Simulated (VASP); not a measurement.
Band structure of TaSb (relaxed from the wurtzite structure, space group P6_3mc). Method: PBEsol GGA, VASP's PBE PAW potentials (set 64) (plane waves; VASP).

Unless said otherwise, spin-orbit coupling is left out, though it shifts the bands of the heavy elements here.

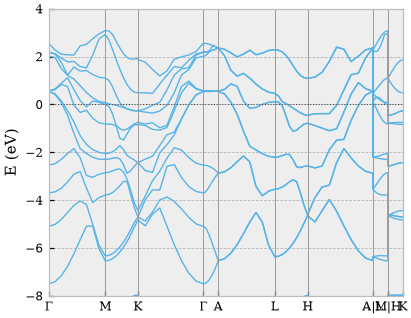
Figure: Bands along high-symmetry lines, zero at the valence-band maximum or, without a gap, the Fermi level

Task: Read the plot: is there a gap, and where are the band edges?

Result: It has no gap at this level: it comes out as a metal or semimetal. (Edges off the drawn lines would not show.)

The structure was generated: TaSb was put into the wurtzite type (P6_3mc), which need not be its known phase. It was relaxed first, which changed the volume by -53 %.
